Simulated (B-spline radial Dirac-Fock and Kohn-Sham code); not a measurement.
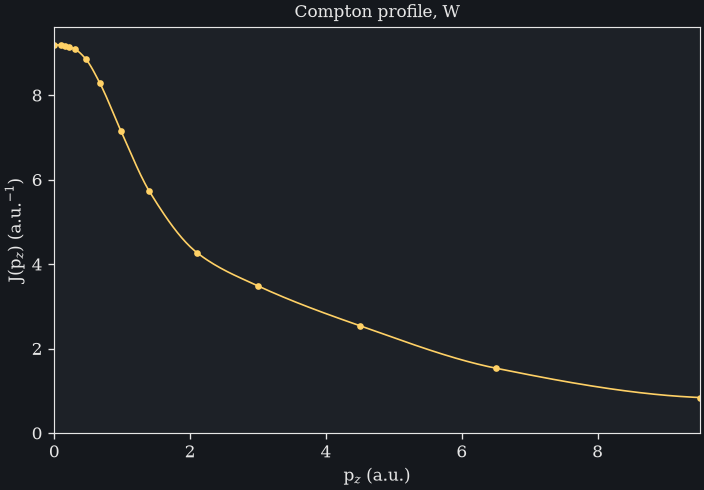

Fig. 1. The total Compton profile J(pz). The figure is for neutral W, configuration [Xe] 4f14 5d6, which is not the ground configuration. Method: the impulse approximation on the Dirac–Fock momentum density (average of configuration) (computed with a B-spline radial atomic code).

Summarise the result.

J(0) = 9.19 a.u.⁻¹; the profile falls to half at pz ≈ 1.9 a.u. and is 4.27 at 2.1 a.u. and 2.54 at 4.5 a.u. Its area over all pz is the number of electrons, 74.
